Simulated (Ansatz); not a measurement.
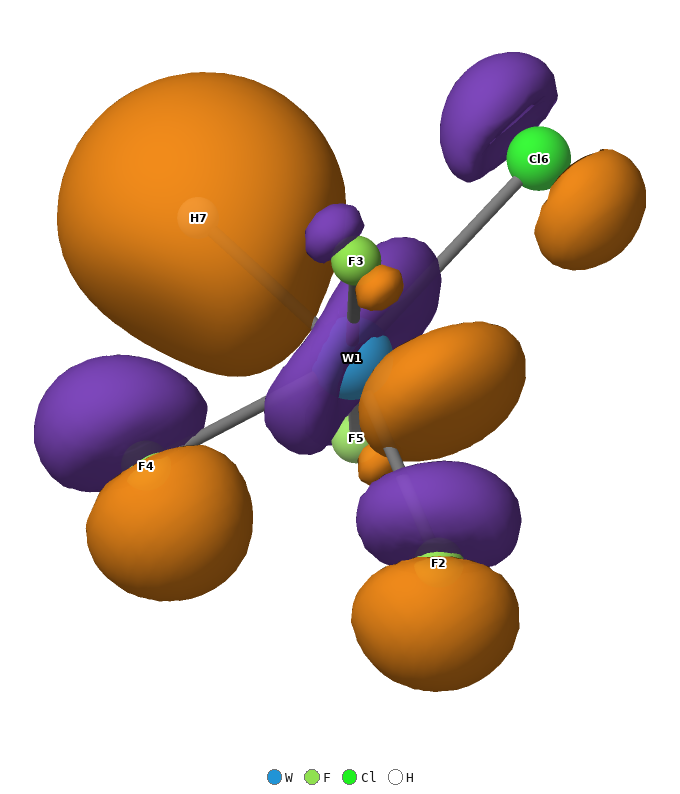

The picture shows: ClF4HW. The HOMO at ±0.1 Å⁻³ᐟ² (orange and purple are the two phases), seen at an oblique angle.

Core potentials replace the inner electrons of W.

All numbers below come from RKS BLYP-D4/def2-SVP (Ansatz 0.2.0).

Input

```
crystal:
  periodic: [false, false, false]
  atoms:
    - { symbol: W, position_ang: [0.0, 0.0, 0.0] }
    - { symbol: F, position_ang: [0.0, 0.0, 1.85] }
    - { symbol: F, position_ang: [1.85, 0.0, 0.0] }
    - { symbol: F, position_ang: [0.0, 1.85, 0.0] }
    - { symbol: F, position_ang: [-1.85, 0.0, 0.0] }
    - { symbol: Cl, position_ang: [0.0, -2.39, 0.0] }
    - { symbol: H, position_ang: [0.0, 0.0, -1.72] }
basis:
  gaussian: { orbitals: def2-SVP }
hamiltonian:
  xc: blyp
  dispersion: d4
relax:
  f_tol: 0.02
  max_steps: 40
output:
  orbitals: {}
```

Launched as:

```sh
ansatz run input.yaml --threads 2 --pin off --max-ram 3072MiB --backend cpu --events-out ev --progress --plain --runs-dir out
```

The fields are those of the relaxed geometry.

Q: Where does this orbital lie, and at what energy?

A: By Hirshfeld shares it lies mainly on H7 (about 35 %), W1 (about 25 %), F4 (about 20 %) and F2 (about 15 %). Its energy is −8.16 eV.
